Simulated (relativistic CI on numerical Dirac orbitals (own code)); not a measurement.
**Rb³⁺: one ion under different settings**

Aim: see what numerical and physical settings do to the SCF, the total energy and the lowest levels of Rb³⁺.

Program: relativistic CI on numerical Dirac orbitals (own code) version 3. Level of theory: Dirac-Coulomb-Breit CI, KLI orbitals optimised for each configuration, model QED (radiative potential, 1s self-energy scaled to tabulated hydrogen-like ionisation energies), numerical settings as typed. These are calculated values, not measurements, unless marked.

**1. The system**

```
ion            : Rb³⁺ (Rb IV)
nuclear charge : 37
electrons      : 34
isotope        : A = 85
```

**2. An attempt**

The run's settings:

```ini
atom Rb  Z=37  charge=3  electrons=34
nucleus A=85  rms_radius_fm=4.2036
hamiltonian dirac-coulomb  breit=on  qed=on  c_scale=1
orbitals kli  potential=per-configuration
slater_scale 1
correlation none
mixing on
grid step=0.0125 r_max=37.3
scf mixing=0.4 start=green max_iterations=78 tolerance=2e-08 node_fill=0.05
configurations
  [Ar] 3d10 4s2 4p4 5s
end
```

Run with:

```sh
> python run_levels.py task.json out
```

task.json lists these runs, among others, and the program works through them in turn.

The program writes no log. Results of the run, from its result record (rounded, main fields):

```text
{
  "status": "refused",
  "warnings": ["configuration [Ar] 3d10 4s2 4p4 5s has 35 electrons, the ion has 34"]
}
```

Run time: 0.00044 s. Hardware: 1 thread, shared host.

Cause: the program refused the input. The electrons of a configuration don't add up to Z less the charge. The input had one electron too many in the last configuration. The cure is to make charge and configurations agree.

**3. The mended input**

Changes to the settings of step 2:

```diff
@@ -8,5 +8,5 @@
 grid step=0.0125 r_max=37.3
-scf mixing=0.4 start=green max_iterations=78 tolerance=2e-08 node_fill=0.05
+scf mixing=0.4 start=green max_iterations=150 tolerance=2e-08 node_fill=0.05
 configurations
-  [Ar] 3d10 4s2 4p4 5s
+  [Ar] 3d10 4s2 4p4
 end
```

Results of the run:

```text
{
  "status": "converged",
  "levels [i, E_cm, J2, conf, term, w_term, w_jj]": [
    [0, 0, 4, "4p4", "3P", 0.962, 0.8342],
    [1, 6157.548, 2, "4p4", "3P", 1, 1],
    [2, 7196.1323, 0, "4p4", "3P", 0.9553, 0.543],
    [3, 20081.627, 4, "4p4", "1D", 0.962, 0.8342],
    [4, 44815.495, 0, "4p4", "1S", 0.9553, 0.543]
  ],
  "total_energy [Ha]": -2974.6728496,
  "n_levels_all": 5,
  "overlap": 2.68309e-12,
  "scf_iterations": [11],
  "orbital_energies [Ha]": {"1s": -553.252, "2s": -75.2287, "2p1/2": -68.3508, "2p3/2": -66.1227, "3s": -12.5788, "3p1/2": -10.1092, "3p3/2": -9.7743, "3d3/2": -5.45419, "3d5/2": -5.39731, "4s": -2.56996, "4p1/2": -1.96612, "4p3/2": -1.9279},
  "configurations [conf, odd, states, E_av_Ha, breit_Ha, qed_Ha]": [
    ["4p4", 0, 15, -2977.236804, 1.566, 1.05]
  ],
  "scf_steps of the first configuration [iteration, E_Ha, residual, outer_eigenvalue_Ha]": [
    [1, -2958.947251, 2.46, -3.276],
    [2, -2974.953479, 0.876, -2.335],
    [3, -2977.17584, 0.117, -1.921],
    [4, -2977.226596, 0.069, -1.953],
    [5, -2977.236283, 0.00944, -1.922],
    [6, -2977.23675, 0.00061, -1.928],
    [7, -2977.236823, 0.000642, -1.928],
    [8, -2977.236802, 3.71e-05, -1.928],
    [9, -2977.236803, 2.1e-05, -1.928],
    [10, -2977.236804, 3.2e-07, -1.928],
    [11, -2977.236804, 5.32e-09, -1.928]
  ]
}
```

It took 0.1 s on 1 thread, shared host.

**4. Nuclear radius 4.624, speed-of-light factor 0.8**

Changes to the settings of step 3:

```diff
@@ -1,4 +1,4 @@
 atom Rb  Z=37  charge=3  electrons=34
-nucleus A=85  rms_radius_fm=4.2036
-hamiltonian dirac-coulomb  breit=on  qed=on  c_scale=1
+nucleus A=85  rms_radius_fm=4.6240
+hamiltonian dirac-coulomb  breit=on  qed=on  c_scale=0.8
 orbitals kli  potential=per-configuration
```

Results of the run:

```text
{
  "status": "converged",
  "levels [i, E_cm, J2, conf, term, w_term]": [
    [0, 0, 4, "4p4", "3P", 0.9272],
    [1, 10363.141, 2, "4p4", "3P", 1],
    [2, 10367.681, 0, "4p4", "3P", 0.8901],
    [3, 23643.773, 4, "4p4", "1D", 0.9272],
    [4, 50171.1, 0, "4p4", "1S", 0.8901]
  ],
  "total_energy [Ha]": -2998.3103177,
  "n_levels_all": 5,
  "overlap": 2.73002e-12,
  "scf_iterations": [11],
  "orbital_energies [Ha]": {"1s": -559.449, "2s": -76.6579, "2p1/2": -69.5984, "2p3/2": -66.029, "3s": -12.8224, "3p1/2": -10.299, "3p3/2": -9.76061, "3d3/2": -5.42527, "3d5/2": -5.33684, "4s": -2.60044, "4p1/2": -1.98438, "4p3/2": -1.92314},
  "configurations [conf, odd, states, E_av_Ha, breit_Ha, qed_Ha]": [
    ["4p4", 0, 15, -3001.923856, 2.475, 1.202]
  ],
  "scf_steps of the first configuration [iteration, E_Ha, residual, outer_eigenvalue_Ha]": [
    [1, -2982.621933, 2.51, -3.298],
    [2, -2999.517091, 0.891, -2.336],
    [3, -3001.855869, 0.122, -1.917],
    [4, -3001.911845, 0.0741, -1.95],
    [5, -3001.923383, 0.00865, -1.917],
    [6, -3001.923779, 0.000924, -1.924],
    [7, -3001.923873, 0.000581, -1.923],
    [8, -3001.923854, 4.33e-05, -1.923],
    [9, -3001.923855, 2.38e-05, -1.923],
    [10, -3001.923856, 4.35e-07, -1.923],
    [11, -3001.923856, 7.55e-09, -1.923]
  ]
}
```

It took 0.093 s on 1 thread, shared host.

A changed speed of light describes a fictitious ion. The QED potentials keep the true α.

**5. Node fill 0.01**

The run's settings:

```ini
atom Rb  Z=37  charge=3  electrons=34
nucleus A=85  rms_radius_fm=4.2036
hamiltonian dirac-coulomb  breit=on  qed=on  c_scale=1
orbitals kli  potential=per-configuration
slater_scale 1
correlation none
mixing on
grid step=0.0125 r_max=37.3
scf mixing=0.4 start=green max_iterations=150 tolerance=2e-08 node_fill=0.01
configurations
  [Ar] 3d10 4s2 4p4
end
```

Results of the run:

```text
{
  "status": "converged",
  "levels [i, E_cm, J2, conf, term, w_term]": [
    [0, 0, 4, "4p4", "3P", 0.9624],
    [1, 6130.0116, 2, "4p4", "3P", 1],
    [2, 7173.6996, 0, "4p4", "3P", 0.9558],
    [3, 20080.76, 4, "4p4", "1D", 0.9624],
    [4, 44838.609, 0, "4p4", "1S", 0.9558]
  ],
  "total_energy [Ha]": -2974.671728,
  "n_levels_all": 5,
  "overlap": 2.7252e-12,
  "scf_iterations": [12],
  "orbital_energies [Ha]": {"1s": -553.456, "2s": -75.3092, "2p1/2": -68.4411, "2p3/2": -66.2109, "3s": -12.6065, "3p1/2": -10.138, "3p3/2": -9.80262, "3d3/2": -5.48259, "3d5/2": -5.4255, "4s": -2.57671, "4p1/2": -1.97168, "4p3/2": -1.9332},
  "configurations [conf, odd, states, E_av_Ha, breit_Ha, qed_Ha]": [
    ["4p4", 0, 15, -2977.236879, 1.567, 1.05]
  ],
  "scf_steps of the first configuration [iteration, E_Ha, residual, outer_eigenvalue_Ha]": [
    [1, -2958.947251, 2.44, -3.276],
    [2, -2974.902886, 0.872, -2.339],
    [3, -2977.184332, 0.115, -1.927],
    [4, -2977.221473, 0.0681, -1.958],
    [5, -2977.236913, 0.00931, -1.927],
    [6, -2977.236884, 0.000547, -1.934],
    [7, -2977.236861, 0.000648, -1.933],
    [8, -2977.23688, 5.66e-05, -1.933],
    [9, -2977.236879, 2.15e-05, -1.933],
    [10, -2977.236879, 4.99e-07, -1.933],
    [11, -2977.236879, 4.66e-08, -1.933],
    [12, -2977.236879, 5.3e-10, -1.933]
  ]
}
```

Run time: 0.093 s. Hardware: 1 thread, shared host.

**6. Iteration limit 30, Breit term off**

The run's settings:

```ini
atom Rb  Z=37  charge=3  electrons=34
nucleus A=85  rms_radius_fm=4.2036
hamiltonian dirac-coulomb  breit=off  qed=on  c_scale=1
orbitals kli  potential=per-configuration
slater_scale 1
correlation none
mixing on
grid step=0.0125 r_max=37.3
scf mixing=0.4 start=green max_iterations=30 tolerance=2e-08 node_fill=0.05
configurations
  [Ar] 3d10 4s2 4p4
end
```

Results of the run:

```text
{
  "status": "converged",
  "levels [i, E_cm, J2, conf, term, w_term]": [
    [0, 0, 4, "4p4", "3P", 0.9609],
    [1, 6287.0818, 2, "4p4", "3P", 1],
    [2, 7311.0359, 0, "4p4", "3P", 0.9535],
    [3, 20189.123, 4, "4p4", "1D", 0.9609],
    [4, 44954.67, 0, "4p4", "1S", 0.9535]
  ],
  "total_energy [Ha]": -2976.2387639,
  "n_levels_all": 5,
  "overlap": 2.68309e-12,
  "scf_iterations": [11],
  "orbital_energies [Ha]": {"1s": -553.252, "2s": -75.2287, "2p1/2": -68.3508, "2p3/2": -66.1227, "3s": -12.5788, "3p1/2": -10.1092, "3p3/2": -9.7743, "3d3/2": -5.45419, "3d5/2": -5.39731, "4s": -2.56996, "4p1/2": -1.96612, "4p3/2": -1.9279},
  "configurations [conf, odd, states, E_av_Ha, breit_Ha, qed_Ha]": [
    ["4p4", 0, 15, -2977.236804, 0, 1.05]
  ],
  "scf_steps of the first configuration [iteration, E_Ha, residual, outer_eigenvalue_Ha]": [
    [1, -2958.947251, 2.46, -3.276],
    [2, -2974.953479, 0.876, -2.335],
    [3, -2977.17584, 0.117, -1.921],
    [4, -2977.226596, 0.069, -1.953],
    [5, -2977.236283, 0.00944, -1.922],
    [6, -2977.23675, 0.00061, -1.928],
    [7, -2977.236823, 0.000642, -1.928],
    [8, -2977.236802, 3.71e-05, -1.928],
    [9, -2977.236803, 2.1e-05, -1.928],
    [10, -2977.236804, 3.2e-07, -1.928],
    [11, -2977.236804, 5.32e-09, -1.928]
  ]
}
```

Wall time 0.085 s (1 thread, shared host).

**7. Speed-of-light factor 1.25**

The run's settings:

```ini
atom Rb  Z=37  charge=3  electrons=34
nucleus A=85  rms_radius_fm=4.2036
hamiltonian dirac-coulomb  breit=on  qed=on  c_scale=1.25
orbitals kli  potential=per-configuration
slater_scale 1
correlation none
mixing on
grid step=0.0125 r_max=37.3
scf mixing=0.4 start=green max_iterations=150 tolerance=2e-08 node_fill=0.05
configurations
  [Ar] 3d10 4s2 4p4
end
```

Results of the run:

```text
{
  "status": "converged",
  "levels [i, E_cm, J2, conf, term, w_term]": [
    [0, 0, 4, "4p4", "3P", 0.982],
    [1, 3728.9026, 2, "4p4", "3P", 1],
    [2, 4786.2955, 0, "4p4", "3P", 0.9826],
    [3, 18199.081, 4, "4p4", "1D", 0.982],
    [4, 42300.467, 0, "4p4", "1S", 0.9826]
  ],
  "total_energy [Ha]": -2960.0619872,
  "n_levels_all": 5,
  "overlap": 2.71299e-12,
  "scf_iterations": [11],
  "orbital_energies [Ha]": {"1s": -549.421, "2s": -74.35, "2p1/2": -67.5828, "2p3/2": -66.1789, "3s": -12.4296, "3p1/2": -9.99289, "3p3/2": -9.78235, "3d3/2": -5.47213, "3d5/2": -5.43562, "4s": -2.55126, "4p1/2": -1.95488, "4p3/2": -1.9308},
  "configurations [conf, odd, states, E_av_Ha, breit_Ha, qed_Ha]": [
    ["4p4", 0, 15, -2961.967266, 0.9947, 0.9559]
  ],
  "scf_steps of the first configuration [iteration, E_Ha, residual, outer_eigenvalue_Ha]": [
    [1, -2944.293434, 2.42, -3.262],
    [2, -2959.758864, 0.867, -2.333],
    [3, -2961.910373, 0.113, -1.924],
    [4, -2961.958082, 0.066, -1.955],
    [5, -2961.966716, 0.0099, -1.924],
    [6, -2961.967223, 0.000461, -1.931],
    [7, -2961.967285, 0.000673, -1.931],
    [8, -2961.967264, 3.31e-05, -1.931],
    [9, -2961.967265, 1.92e-05, -1.931],
    [10, -2961.967266, 2.87e-07, -1.931],
    [11, -2961.967266, 4.91e-09, -1.931]
  ]
}
```

Wall time 0.09 s (1 thread, shared host).

With a scaled speed of light this is not the real ion; the QED potentials keep the true α and change only through the orbitals.

**8. Potential mixing 1.8**

The run's settings:

```ini
atom Rb  Z=37  charge=3  electrons=34
nucleus A=85  rms_radius_fm=4.2036
hamiltonian dirac-coulomb  breit=on  qed=on  c_scale=1
orbitals kli  potential=per-configuration
slater_scale 1
correlation none
mixing on
grid step=0.0125 r_max=37.3
scf mixing=1.8 start=green max_iterations=67 tolerance=2e-08 node_fill=0.05
configurations
  [Ar] 3d10 4s2 4p4
end
```

Results of the run:

```text
{
  "status": "converged",
  "levels [i, E_cm, J2, conf, term, w_term]": [
    [0, 0, 4, "4p4", "3P", 0.962],
    [1, 6157.548, 2, "4p4", "3P", 1],
    [2, 7196.1323, 0, "4p4", "3P", 0.9553],
    [3, 20081.627, 4, "4p4", "1D", 0.962],
    [4, 44815.495, 0, "4p4", "1S", 0.9553]
  ],
  "total_energy [Ha]": -2974.6728496,
  "n_levels_all": 5,
  "overlap": 2.6848e-12,
  "scf_iterations": [15],
  "orbital_energies [Ha]": {"1s": -553.252, "2s": -75.2287, "2p1/2": -68.3508, "2p3/2": -66.1227, "3s": -12.5788, "3p1/2": -10.1092, "3p3/2": -9.7743, "3d3/2": -5.45419, "3d5/2": -5.39731, "4s": -2.56996, "4p1/2": -1.96612, "4p3/2": -1.9279},
  "configurations [conf, odd, states, E_av_Ha, breit_Ha, qed_Ha]": [
    ["4p4", 0, 15, -2977.236804, 1.566, 1.05]
  ],
  "scf_steps of the first configuration [iteration, E_Ha, residual, outer_eigenvalue_Ha]": [
    [1, -2958.947251, 2.46, -3.276],
    [2, -2757.540168, 7.66, -0.8913],
    [3, -2975.040741, 0.563, -3.13],
    [4, -2976.630332, 0.639, -2.522],
    [5, -2977.018626, 0.397, -2.334],
    [6, -2977.029844, 0.387, -2.323],
    [7, -2977.23652, 0.0197, -1.951],
    [8, -2977.236918, 0.0119, -1.935],
    [9, -2977.236817, 0.000512, -1.927],
    [10, -2977.236816, 0.000595, -1.928],
    [11, -2977.236803, 6.98e-05, -1.928],
    [12, -2977.236804, 2.26e-06, -1.928],
    [13, -2977.236804, 7.11e-07, -1.928],
    [14, -2977.236804, 2.07e-07, -1.928],
    [15, -2977.236804, 1.23e-09, -1.928]
  ]
}
```

It took 0.11 s on 1 thread, shared host.

The value lies outside the usual range, yet the result is unchanged in this case.

**9. The runs side by side**

| setting | total energy less usual (Ha) | largest shift of a level among the lowest eight of both runs, same label and place (cm⁻¹) | SCF iterations | time | lowest level | kind of change |
| --- | --- | --- | --- | --- | --- | --- |
| usual | 0 | 0 | 11 | 0.1 s | 4p4 3P2 | - |
| nuclear radius 4.624, speed-of-light factor 0.8 | -23.6 | 5360 | 11 | 0.093 s | 4p4 3P2 | unphysical constant |
| node fill 0.01 | 0.00112 | 27.5 | 12 | 0.093 s | 4p4 3P2 | numerical |
| iteration limit 30, Breit term off | -1.57 | 139 | 11 | 0.085 s | 4p4 3P2 | model term |
| speed-of-light factor 1.25 | 14.6 | 2520 | 11 | 0.09 s | 4p4 3P2 | unphysical constant |
| potential mixing 1.8 | 0 | 0 | 15 | 0.11 s | 4p4 3P2 | extreme, harmless here |

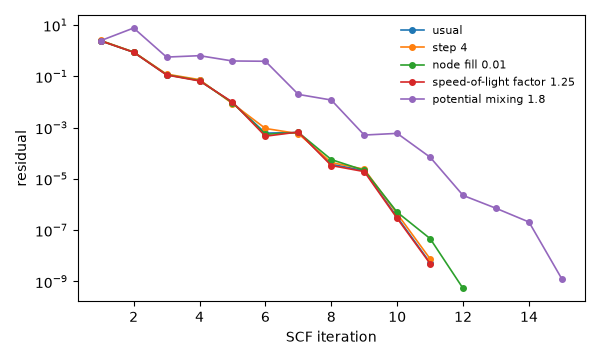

Residual of the first configuration's SCF.

**10. Results**

| quantity | value |
| --- | --- |
| lowest level, usual settings | 4p4 3P2 |
| total energy | -2974.6728 Ha |
| first excitation | 6157.5 cm⁻¹ |
| runs without a result | 1 |

**Reading.** Among the runs whose levels can be followed, they move most under «nuclear radius 4.624, speed-of-light factor 0.8» (unphysical constant), by up to 5360 cm⁻¹. No visible change in the result comes from «potential mixing 1.8». Only the listed configurations are in the model. Near neutrality, missing correlation can shift configurations against each other by thousands of cm⁻¹.
